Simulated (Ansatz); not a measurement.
Profile along the Hf–Hf line in Hf (hcp, Mg type)

Hf (hcp, Mg type)

```
Hf
1.0
    3.20421     0.00000     0.00000
   -1.60210     2.77493     0.00000
    0.00000     0.00000     5.06906
Hf
2
Direct
  0.33333   0.66667   0.75000
  0.66667   0.33333   0.25000
```

Fields along a shortest Hf–Hf line of a (1 -1 0 0) plane (3.20 Å), from Hf to Hf, interpolated on the slice's grid (step about 0.2 Å). Method: PBE (plane waves to 420 eV, PAW, scalar-relativistic; Ansatz, a quantum-chemistry and plane-wave program). k mesh 17×17×9. Inside the PAW spheres the values are not all-electron values, and peaks at nuclei hang on which shells count as valence. Hf is run without spin polarisation. Hf was relaxed with its symmetry unable to fall. Spin-orbit coupling is left out, though Hf is heavy.

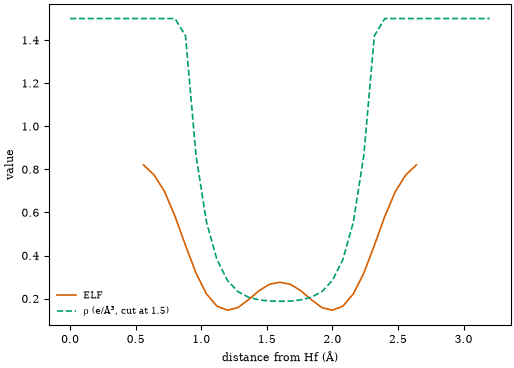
Figure: ELF (away from the nuclei) and valence density from Hf to Hf.

Density on the Hf–Hf line (3.20 Å) at its midpoint: 0.19 e/Å³. ELF at that point: 0.3.
